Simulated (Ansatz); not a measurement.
Consider F$_{3}$GeHS···GeH$_{4}$.

The calculation's input:

```
crystal:
  periodic: [false, false, false]
  atoms:
    - { symbol: Ge, position_ang: [-0.583414, 0.215569, -0.423563] }
    - { symbol: Ge, position_ang: [-0.196757, -0.279563, 3.129985] }
    - { symbol: H, position_ang: [-0.768081, -1.073733, 4.335961] }
    - { symbol: H, position_ang: [1.063378, -1.001292, 2.597721] }
    - { symbol: H, position_ang: [0.142036, 1.162059, 3.583152] }
    - { symbol: F, position_ang: [0.585894, 1.117295, 0.499344] }
    - { symbol: F, position_ang: [-0.165321, 0.590803, -2.066204] }
    - { symbol: F, position_ang: [-0.251754, -1.476604, -0.216429] }
    - { symbol: S, position_ang: [-2.717055, 0.699979, 0.032484] }
    - { symbol: H, position_ang: [-2.940126, -0.62578, 0.269823] }
    - { symbol: H, position_ang: [-1.300699, -0.201534, 2.037926] }
basis:
  gaussian: { orbitals: def2-SVP }
hamiltonian:
  xc: pbe
relax:
  f_tol: 0.03
  max_steps: 50
output:
  orbitals: {}
```

Launched as:

```sh
ansatz run input.yaml --threads 4 --pin off --max-ram 5120MiB --backend cpu --events-out ev --progress --plain --runs-dir out
```

The fields are those of the relaxed geometry.

These are results of RKS PBE/def2-SVP (Ansatz), not measurements.

What can the converged electron density and electron localisation function tell about the bonding?

Ge2···F6 (3.35 Å): the density falls to about 0.04 e/Å³ on the way; the ELF dips to about 0 between them; a weak contact between the two molecules.
Ge–H (1.54 Å): ρ is about 1 e/Å³ halfway; the ELF climbs to about 1 towards the hydrogen.

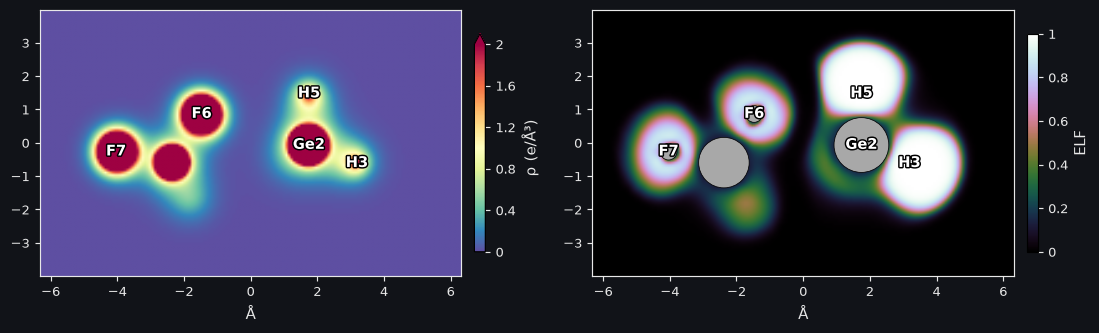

Computed electron density and electron localisation function on the plane of atoms H3, Ge2 and H5, in this order. Grey discs cover the atomic cores in the ELF map. 
